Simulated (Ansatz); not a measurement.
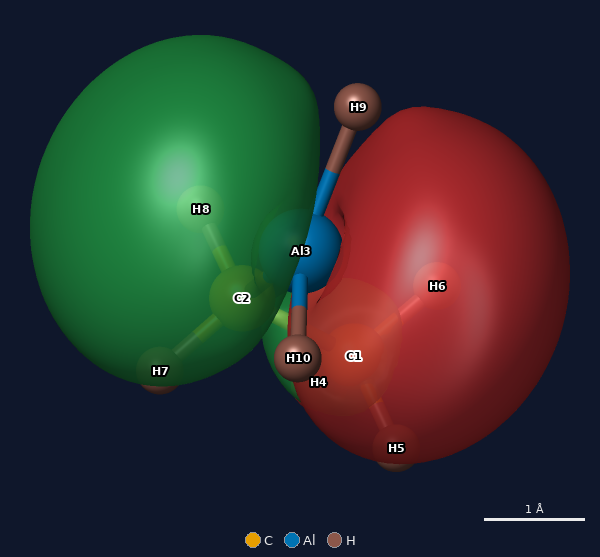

Figure. C2H7Al. One frontier orbital at ±0.08 Å⁻³ᐟ² (green and red are the two phases), seen at an oblique angle.

Method: RKS B3LYP-D4/def2-SVP in Ansatz 0.2.0.

```xyz
10

C    -1.0515    0.3601   -0.6737
C    -0.0795   -0.6850   -0.0836
Al    1.4185    0.1132    0.9218
H    -1.8769   -0.1142   -1.2316
H    -0.5468    1.0454   -1.3765
H    -1.5160    0.9833    0.1100
H     0.3239   -1.3114   -0.9004
H    -0.6381   -1.3721    0.5781
H     1.2864    0.4034    2.4806
H     2.7631    0.5262    0.1782
```

**Which orbital is it: HOMO or LUMO?**

The LUMO, at −1.54 eV. By Hirshfeld shares it lies mainly on Al3 (about 75 %).
